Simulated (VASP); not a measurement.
Band structure of Sn (space group Fd-3m). Method: r2SCAN+rVV10, VASP's PBE PAW potentials (set 64) (plane waves; VASP).

Unless said otherwise, spin-orbit coupling is left out, though it shifts the bands of the heavy elements here.

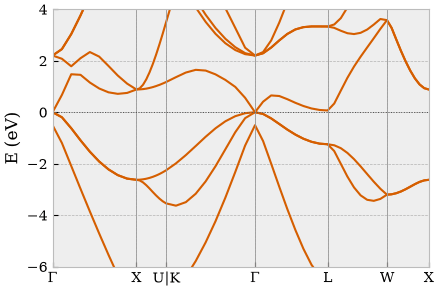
Figure. Bands along high-symmetry lines, zero at the valence-band maximum or, without a gap, the Fermi level

Read the plot: is there a gap, and where are the band edges?

It has no gap at this level: it comes out as a metal or semimetal.

The structure comes from a measured Sn entry (Fd-3m) of the Crystallography Open Database, whose conditions weren't checked. It was relaxed first.
